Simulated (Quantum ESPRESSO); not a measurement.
# Collinear magnetic orders of NbCrP with Quantum ESPRESSO, part 2 of 3

A self-consistent run ends on one state, which hangs on the start. Several orders of NbCrP are started in Quantum ESPRESSO and their energies compared.

Quantum ESPRESSO 7.5; PBEsol; plane waves with GBRV 1.5 PBEsol potentials, no spin-orbit coupling.

So far, absolute magnetization (μB): step 2 (start 1: ferro ++++) 5.90.

## Step 3: Run 2, typed as antiferro +−+−

File pw.in:

```
&CONTROL
  calculation = 'scf'
  prefix = 'pwscf'
  outdir = './tmp'
  pseudo_dir = './pseudo'
  disk_io = 'nowf'
/
&SYSTEM
  ibrav = 0
  nat = 12
  ntyp = 4
  ecutwfc = 40
  ecutrho = 280
  nbnd = 81
  occupations = 'smearing'
  smearing = 'fd'
  degauss = 0.00734986
  nspin = 2
  starting_magnetization(1) = 0
  starting_magnetization(2) = 0.1786
  starting_magnetization(3) = -0.1786
  starting_magnetization(4) = 0
/
&ELECTRONS
  conv_thr = 2.4d-08
  electron_maxstep = 150
  mixing_beta = 0.3
/
ATOMIC_SPECIES
Nb     92.9064 nb_pbesol_v1.uspp.F.UPF
Cr1    51.9961 cr_pbesol_v1.5.uspp.F.UPF
Cr2    51.9961 cr_pbesol_v1.5.uspp.F.UPF
P      30.9738 p_pbesol_v1.5.uspp.F.UPF
CELL_PARAMETERS angstrom
   6.2884547106    0.0000000000    0.0000000000
   0.0000000000    3.5360822200    0.0000000000
   0.0000000000    0.0000000000    7.4213666007
ATOMIC_POSITIONS crystal
Nb      0.5300557600    0.2500000000    0.8267057800
Nb      0.0300557600    0.2500000000    0.6732942200
Nb      0.9699442400    0.7500000000    0.3267057700
Nb      0.4699442400    0.7500000000    0.1732942300
Cr1     0.3570215600    0.7500000000    0.5622066200
Cr2     0.1429784400    0.2500000000    0.0622066200
Cr1     0.8570215600    0.7500000000    0.9377933800
Cr2     0.6429784400    0.2500000000    0.4377933800
P       0.2699073200    0.2500000000    0.3705804100
P       0.7699073200    0.2500000000    0.1294195900
P       0.7300926800    0.7500000000    0.6294195900
P       0.2300926800    0.7500000000    0.8705804100
K_POINTS automatic
4 8 4 0 0 0
```

Command:

```console
$ OMP_NUM_THREADS=1 mpirun -n 4 pw.x -nk 4 -in pw.in > pw.out
```

The program printed:

```text
[banner, memory and clock lines left out]
Program PWSCF v.7.5 starts

     Message from routine setup:
     using ibrav=0 with symmetry is DISCOURAGED, use correct ibrav instead

     bravais-lattice index     =            0
     lattice parameter (alat)  =      11.8835  a.u.
     unit-cell volume          =    1113.6450 (a.u.)^3
     number of atoms/cell      =           12
     number of atomic types    =            4
     number of electrons       =       128.00
     number of Kohn-Sham states=           81
     kinetic-energy cutoff     =      40.0000  Ry
     charge density cutoff     =     280.0000  Ry
     scf convergence threshold =      2.4E-08
     mixing beta               =       0.3000
     number of iterations used =            8  plain     mixing
     Exchange-correlation= SLA  PW   PSX  PSC
                           (   1   4  10   8   0   0   0)

     celldm(1)=  11.883457  celldm(2)=   0.000000  celldm(3)=   0.000000
     celldm(4)=   0.000000  celldm(5)=   0.000000  celldm(6)=   0.000000

     crystal axes: (cart. coord. in units of alat)
               a(1) = (   1.000000   0.000000   0.000000 )
               a(2) = (   0.000000   0.562313   0.000000 )
               a(3) = (   0.000000   0.000000   1.180157 )

     reciprocal axes: (cart. coord. in units 2 pi/alat)
               b(1) = (  1.000000  0.000000  0.000000 )
               b(2) = (  0.000000  1.778368  0.000000 )
               b(3) = (  0.000000  0.000000  0.847345 )

     PseudoPot. # 1 for Nb read from file:
     nb_pbesol_v1.uspp.F.UPF
     Pseudo is Ultrasoft + core correction, Zval = 13.0

     PseudoPot. # 2 for Cr read from file:
     cr_pbesol_v1.5.uspp.F.UPF
     Pseudo is Ultrasoft + core correction, Zval = 14.0

     PseudoPot. # 3 for Cr read from file:
     cr_pbesol_v1.5.uspp.F.UPF
     Pseudo is Ultrasoft + core correction, Zval = 14.0

     PseudoPot. # 4 for P  read from file:
     p_pbesol_v1.5.uspp.F.UPF
     Pseudo is Ultrasoft + core correction, Zval =  5.0

     atomic species   valence    mass     pseudopotential
     Nb               13.00    92.90640     Nb( 1.00)
     Cr1              14.00    51.99610     Cr( 1.00)
     Cr2              14.00    51.99610     Cr( 1.00)
     P                 5.00    30.97380     P ( 1.00)

     Starting magnetic structure
     atomic species   magnetization
     Nb              0.000
     Cr1             0.179
     Cr2            -0.179
     P               0.000

      4 Sym. Ops. (no inversion) found ( 3 have fractional translation)

   Cartesian axes

     site n.     atom                  positions (alat units)
         1        Nb     tau(   1) = (   0.5300558   0.1405783   0.9756430  )
         2        Nb     tau(   2) = (   0.0300558   0.1405783   0.7945932  )
         3        Nb     tau(   3) = (   0.9699442   0.4217350   0.3855642  )
         4        Nb     tau(   4) = (   0.4699442   0.4217350   0.2045145  )
         5        Cr1    tau(   5) = (   0.3570216   0.4217350   0.6634923  )
         6        Cr2    tau(   6) = (   0.1429784   0.1405783   0.0734136  )
         7        Cr1    tau(   7) = (   0.8570216   0.4217350   1.1067438  )
         8        Cr2    tau(   8) = (   0.6429784   0.1405783   0.5166651  )
         9        P      tau(   9) = (   0.2699073   0.1405783   0.4373432  )
        10        P      tau(  10) = (   0.7699073   0.1405783   0.1527355  )
        11        P      tau(  11) = (   0.7300927   0.4217350   0.7428142  )
        12        P      tau(  12) = (   0.2300927   0.4217350   1.0274219  )

     number of k points=    45  Fermi-Dirac smearing, width (Ry)=  0.0073
                       cart. coord. in units 2pi/alat
        k(    1) = (   0.0000000   0.0000000   0.0000000), wk =   0.0078125
        k(    2) = (   0.0000000   0.0000000   0.2118361), wk =   0.0156250
        k(    3) = (   0.0000000   0.0000000  -0.4236723), wk =   0.0078125
        k(    4) = (   0.0000000   0.2222960   0.0000000), wk =   0.0156250
        k(    5) = (   0.0000000   0.2222960   0.2118361), wk =   0.0312500
        [... 40 further k-points ...]

     Dense  grid:    88151 G-vectors     FFT dimensions: (  64,  36,  80)

     Smooth grid:    38065 G-vectors     FFT dimensions: (  48,  30,  60)

     Check: negative core charge=   -0.000004
     Generating pointlists ...
     new r_m :   0.1709 (alat units)  2.0312 (a.u.) for type    1
     new r_m :   0.1531 (alat units)  1.8195 (a.u.) for type    2
     new r_m :   0.1531 (alat units)  1.8195 (a.u.) for type    3
     new r_m :   0.1531 (alat units)  1.8195 (a.u.) for type    4

     Initial potential from superposition of free atoms

     starting charge     123.9894, renormalised to     128.0000

     negative rho (up, down):  3.326E-03 3.326E-03
     Starting wfcs are  108 randomized atomic wfcs

     Self-consistent Calculation

     iteration #  1     ecut=    40.00 Ry     beta= 0.30
     Davidson diagonalization with overlap
     ethr =  1.00E-02,  avg # of iterations =  3.0

     negative rho (up, down):  2.801E-03 2.800E-03

     total energy              =   -1233.23849360 Ry
     estimated scf accuracy    <       9.97878147 Ry

     total magnetization       =     0.00 Bohr mag/cell
     absolute magnetization    =     6.96 Bohr mag/cell

     iteration #  2     ecut=    40.00 Ry     beta= 0.30
     Davidson diagonalization with overlap
     ethr =  7.80E-03,  avg # of iterations =  5.2

     negative rho (up, down):  3.371E-03 3.371E-03

     total energy              =   -1233.29237870 Ry
     estimated scf accuracy    <      29.32674597 Ry

     total magnetization       =     0.00 Bohr mag/cell
     absolute magnetization    =     2.04 Bohr mag/cell

     [... further iterations left out ...]

     iteration # 20     ecut=    40.00 Ry     beta= 0.30
     Davidson diagonalization with overlap
     ethr =  2.02E-10,  avg # of iterations =  4.4

     negative rho (up, down):  3.312E-03 3.312E-03

     total energy              =   -1235.88964389 Ry
     estimated scf accuracy    <       0.00000026 Ry

     total magnetization       =     0.00 Bohr mag/cell
     absolute magnetization    =     4.33 Bohr mag/cell

     iteration # 21     ecut=    40.00 Ry     beta= 0.30
     Davidson diagonalization with overlap
     ethr =  2.00E-10,  avg # of iterations =  2.4

     negative rho (up, down):  3.312E-03 3.312E-03

     Magnetic moment per site  (integrated on atomic sphere of radius R)
     atom   1 (R=0.171)  charge= 10.1762  magn= -0.0156
     atom   2 (R=0.171)  charge= 10.1762  magn= -0.0156
     atom   3 (R=0.171)  charge= 10.1762  magn=  0.0156
     atom   4 (R=0.171)  charge= 10.1762  magn=  0.0156
     atom   5 (R=0.153)  charge= 11.9063  magn=  0.8789
     atom   6 (R=0.153)  charge= 11.9063  magn= -0.8788
     atom   7 (R=0.153)  charge= 11.9063  magn=  0.8789
     atom   8 (R=0.153)  charge= 11.9063  magn= -0.8788
     atom   9 (R=0.153)  charge=  2.9121  magn=  0.0023
     atom  10 (R=0.153)  charge=  2.9121  magn=  0.0023
     atom  11 (R=0.153)  charge=  2.9121  magn= -0.0023
     atom  12 (R=0.153)  charge=  2.9121  magn= -0.0023

     End of self-consistent calculation

     [... lines left out ...]
     the Fermi energy is    17.6630 ev

!    total energy              =   -1235.88964393 Ry
     estimated scf accuracy    <       0.00000002 Ry
     smearing contrib. (-TS)   =      -0.03073951 Ry
     internal energy E=F+TS    =   -1235.85890442 Ry

     The total energy is F=E-TS. E is the sum of the following terms:
     one-electron contribution =    -366.99513693 Ry
     hartree contribution      =     254.73027591 Ry
     xc contribution           =    -186.71415750 Ry
     ewald contribution        =    -936.87988591 Ry

     total magnetization       =     0.00 Bohr mag/cell
     absolute magnetization    =     4.33 Bohr mag/cell

     convergence has been achieved in  21 iterations
```

Run time: 9.1 min. Hardware: 4 MPI ranks of Arm Neoverse V1, shared host; peak memory 1.3 GiB.

Spin moment in the atom's sphere by atom:

```tsv
atom	spin moment in the atom's sphere (μB)
Nb1	-0.016
Nb2	-0.016
Nb3	0.016
Nb4	0.016
Cr5	0.879
Cr6	-0.879
Cr7	0.879
Cr8	-0.879
P9	0.002
P10	0.002
P11	-0.002
P12	-0.002
```

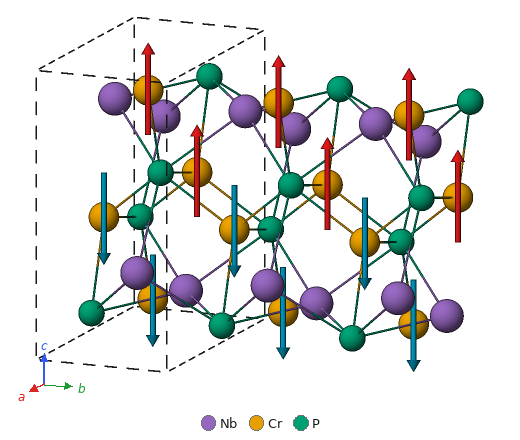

Spin moment in the atom's sphere as arrows, the longest 0.879 μB. Up and down stand for the sign. Arrows give size and sign along the axis of quantisation, drawn up and down the page. The two directions have two colours. 1×3×1 cells are drawn.

Read from the output:

- smearing term TS: 0.4182 eV
- magnetization: 0 μB
- absolute magnetization: 4.33 μB
- final state: antiferromagnetic

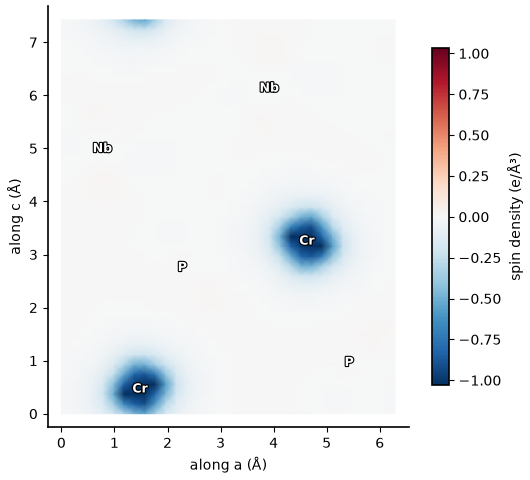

Spin density in the ac plane at fractional y = 0.250, with atoms of Nb and Cr and P within 0.2 Å of it. The map starts off the cell's origin, so that atoms lie inside it.

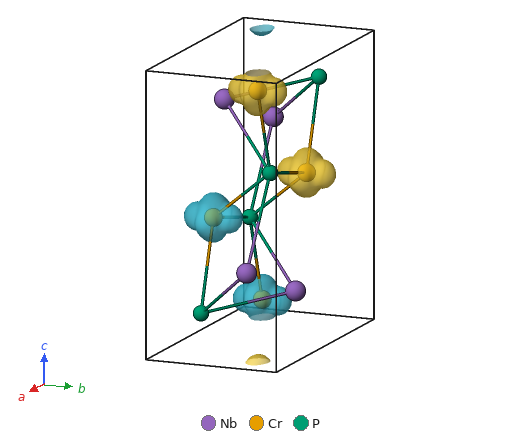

Surfaces of spin density = ±0.25 e/Å³, which hold about 50 % of the integral of its size. The two colours are the two signs.

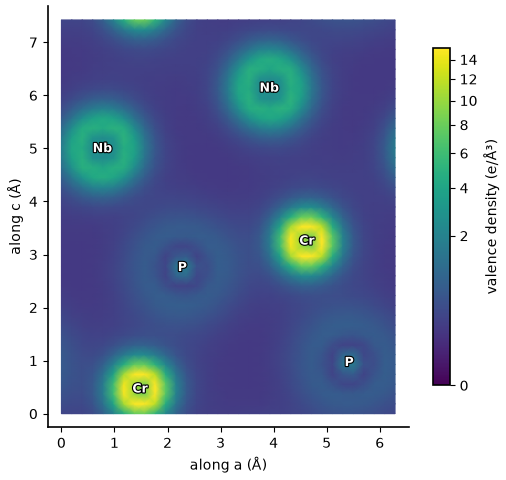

Valence density in the ac plane at fractional y = 0.250, with atoms of Nb and Cr and P within 0.2 Å of it. It is the smooth field of the valence electrons, not physical close to the nuclei. The map starts off the cell's origin, so that atoms lie inside it. The colour scale is stretched toward low values.

## Step 4: Start 3: antiferro ++−−

pw.in: that of step 3 with these lines changed.

```diff
@@ -43,4 +43,4 @@
 Cr1     0.3570215600    0.7500000000    0.5622066200
-Cr2     0.1429784400    0.2500000000    0.0622066200
-Cr1     0.8570215600    0.7500000000    0.9377933800
+Cr1     0.1429784400    0.2500000000    0.0622066200
+Cr2     0.8570215600    0.7500000000    0.9377933800
 Cr2     0.6429784400    0.2500000000    0.4377933800
```

The program printed:

```text
     [... lines left out ...]
Program PWSCF v.7.5 starts
     [... lines left out ...]
     number of atoms/cell      =           12
     [... lines left out ...]
     number of electrons       =       128.00
     number of Kohn-Sham states=           81
     kinetic-energy cutoff     =      40.0000  Ry
     charge density cutoff     =     280.0000  Ry
     scf convergence threshold =      2.4E-08
     [... lines left out ...]
      4 Sym. Ops. (no inversion) found ( 3 have fractional translation)
     [... lines left out ...]
     number of k points=    45  Fermi-Dirac smearing, width (Ry)=  0.0073
     [... lines left out ...]
     iteration # 23     ecut=    40.00 Ry     beta= 0.30
     [... lines left out ...]
     Magnetic moment per site  (integrated on atomic sphere of radius R)
     atom   1 (R=0.171)  charge= 10.1768  magn=  0.0070
     atom   2 (R=0.171)  charge= 10.1768  magn= -0.0069
     atom   3 (R=0.171)  charge= 10.1768  magn=  0.0070
     atom   4 (R=0.171)  charge= 10.1768  magn= -0.0069
     atom   5 (R=0.153)  charge= 11.9081  magn=  1.0288
     atom   6 (R=0.153)  charge= 11.9081  magn=  1.0288
     atom   7 (R=0.153)  charge= 11.9081  magn= -1.0294
     atom   8 (R=0.153)  charge= 11.9081  magn= -1.0294
     atom   9 (R=0.153)  charge=  2.9121  magn= -0.0046
     atom  10 (R=0.153)  charge=  2.9121  magn=  0.0046
     atom  11 (R=0.153)  charge=  2.9121  magn=  0.0046
     atom  12 (R=0.153)  charge=  2.9121  magn= -0.0046
     [... lines left out ...]
     the Fermi energy is    17.6501 ev
!    total energy              =   -1235.89297937 Ry
     estimated scf accuracy    <       0.00000002 Ry
     smearing contrib. (-TS)   =      -0.02799176 Ry
     [... lines left out ...]
     total magnetization       =    -0.00 Bohr mag/cell
     absolute magnetization    =     5.07 Bohr mag/cell
     convergence has been achieved in  23 iterations
```

Wall time 9.6 min (4 MPI ranks); peak memory 1.3 GiB.

Spin moment in the atom's sphere by atom:

```tsv
atom	spin moment in the atom's sphere (μB)
Nb1	0.01
Nb2	-0.01
Nb3	0.01
Nb4	-0.01
Cr5	1.03
Cr6	1.03
Cr7	-1.03
Cr8	-1.03
P9	0.00
P10	0.00
P11	0.00
P12	0.00
```

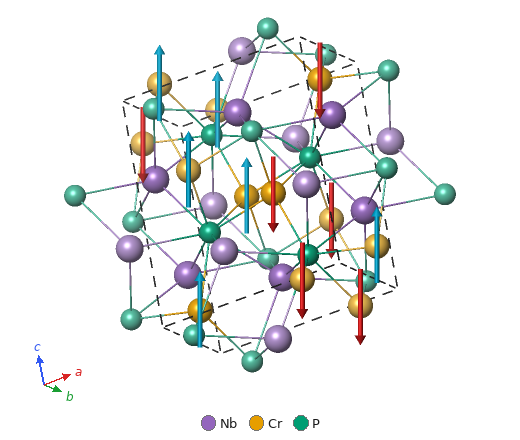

Spin moment in the atom's sphere as arrows, the longest 1.03 μB. Up and down stand for the sign. Arrows give size and sign along the axis of quantisation, drawn up and down the page. The two directions have two colours. Some periodic images of atoms are drawn too.

This step gave:

* smearing term TS: 0.3808 eV
* magnetization: 0 μB
* absolute magnetization: 5.071 μB
* final state: antiferromagnetic

## Step 5: The states side by side

An order is kept where moments of 0.15 μB or more survive with the typed signs; meshes match where a doubled cell samples the same k points as the first cell.

Orders:

```tsv
start	final state	typed order kept	energy over the lowest (meV a seeded atom)	largest site moment (μB)	net moment (μB a cell of the first run)	mesh matched	CPU time (s)
ferro ++++	ferromagnetic	yes	0	1.197	5.374	yes	1839
antiferro +-+-	antiferromagnetic	yes	35.31	0.8789	0	yes	2191
antiferro ++--	antiferromagnetic	yes	23.97	1.029	0.001246	yes	2310
```

## Step 6: The lowest state again, with its states saved

File pw.in:

```
&CONTROL
  calculation = 'scf'
  prefix = 'pwscf'
  outdir = './tmp'
  pseudo_dir = './pseudo'
  disk_io = 'low'
/
&SYSTEM
  ibrav = 0
  celldm(1) = 8
  nat = 12
  ntyp = 3
  ecutwfc = 40
  ecutrho = 280
  nbnd = 90
  occupations = 'smearing'
  smearing = 'fd'
  degauss = 0.00734986
  nspin = 2
  starting_magnetization(1) = 0
  starting_magnetization(2) = 0.1786
  starting_magnetization(3) = 0
/
&ELECTRONS
  conv_thr = 2.4d-08
  electron_maxstep = 150
  mixing_beta = 0.3
/
ATOMIC_SPECIES
Nb     92.9064 nb_pbesol_v1.uspp.F.UPF
Cr     51.9961 cr_pbesol_v1.5.uspp.F.UPF
P      30.9738 p_pbesol_v1.5.uspp.F.UPF
CELL_PARAMETERS alat
   1.4854321437684    0.0000000000000    0.0000000000000
   0.0000000000000    0.8352783687448    0.0000000000000
   0.0000000000000    0.0000000000000    1.7530437932210
ATOMIC_POSITIONS crystal
Nb      0.5300557600    0.2500000000    0.8267057800
Nb      0.0300557600    0.2500000000    0.6732942200
Nb      0.9699442400    0.7500000000    0.3267057700
Nb      0.4699442400    0.7500000000    0.1732942300
Cr      0.3570215600    0.7500000000    0.5622066200
Cr      0.1429784400    0.2500000000    0.0622066200
Cr      0.8570215600    0.7500000000    0.9377933800
Cr      0.6429784400    0.2500000000    0.4377933800
P       0.2699073200    0.2500000000    0.3705804100
P       0.7699073200    0.2500000000    0.1294195900
P       0.7300926800    0.7500000000    0.6294195900
P       0.2300926800    0.7500000000    0.8705804100
K_POINTS automatic
4 8 4 0 0 0
```

The program printed:

```text
     [... lines left out ...]
Program PWSCF v.7.5 starts
     [... lines left out ...]
     number of atoms/cell      =           12
     [... lines left out ...]
     number of electrons       =       128.00
     number of Kohn-Sham states=           90
     kinetic-energy cutoff     =      40.0000  Ry
     charge density cutoff     =     280.0000  Ry
     scf convergence threshold =      2.4E-08
     [... lines left out ...]
      8 Sym. Ops., with inversion, found ( 6 have fractional translation)
     [... lines left out ...]
     number of k points=    45  Fermi-Dirac smearing, width (Ry)=  0.0073
     [... lines left out ...]
     iteration # 16     ecut=    40.00 Ry     beta= 0.30
     [... lines left out ...]
     Magnetic moment per site  (integrated on atomic sphere of radius R)
     atom   1 (R=0.254)  charge= 10.1755  magn= -0.0148
     atom   2 (R=0.254)  charge= 10.1755  magn= -0.0148
     atom   3 (R=0.254)  charge= 10.1755  magn= -0.0148
     atom   4 (R=0.254)  charge= 10.1755  magn= -0.0148
     atom   5 (R=0.227)  charge= 11.9121  magn=  1.1973
     atom   6 (R=0.227)  charge= 11.9121  magn=  1.1973
     atom   7 (R=0.227)  charge= 11.9121  magn=  1.1973
     atom   8 (R=0.227)  charge= 11.9121  magn=  1.1973
     atom   9 (R=0.227)  charge=  2.9123  magn= -0.0075
     atom  10 (R=0.227)  charge=  2.9123  magn= -0.0075
     atom  11 (R=0.227)  charge=  2.9123  magn= -0.0075
     atom  12 (R=0.227)  charge=  2.9123  magn= -0.0075
     [... lines left out ...]
     the Fermi energy is    17.6412 ev
!    total energy              =   -1235.90002615 Ry
     estimated scf accuracy    <       0.00000001 Ry
     smearing contrib. (-TS)   =      -0.02372826 Ry
     [... lines left out ...]
     total magnetization       =     5.37 Bohr mag/cell
     absolute magnetization    =     5.90 Bohr mag/cell
     convergence has been achieved in  16 iterations
```

Wall time 7 min (4 MPI ranks); peak memory 1.4 GiB; 28 min of CPU time.

Read from the output:

| Property | Result |
| --- | --- |
| smearing term TS | 0.3228 eV |
| magnetization | 5.374 μB |
| absolute magnetization | 5.897 μB |
| final state | ferromagnetic |
| largest moment | 1.197 μB |

(Continued in part 3 of 3.)

[Logs and program files are shortened in this print: banners, set-up blocks, solver, clock and traceback lines can be left out without a mark of their own.]

[Logs are printed without paths, hosts, clocks, repeated set-up lines and the standing remarks that a program may print on its own settings, such as how far it seeks lower states.]

[Hosts, paths, dates, database ids (printed as entryN), source tags and the programs' standing remarks are cut or masked in the printed files.]

[Where a cell is said to come from a database of computed structures, the database is the Materials Project.]
